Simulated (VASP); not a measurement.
Band structure of NiO (rock salt, AFM-II order). Calculation: revPBE GGA, VASP's PBE PAW potentials (set 64) (plane waves; VASP).

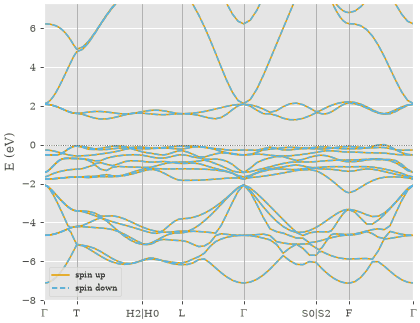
Bands along high-symmetry lines, zero at the valence-band maximum or, without a gap, the Fermi level

Task: Read the plot: is there a gap, and where are the band edges?

Result: The gap is indirect, 1.28 eV, from the valence maximum at F-Γ at 0.55 to the conduction minimum at Γ-S0 at 0.73. (Edges off the drawn lines would not show.)

The compound is NiO in the rock salt, AFM-II order structure. It was relaxed first.
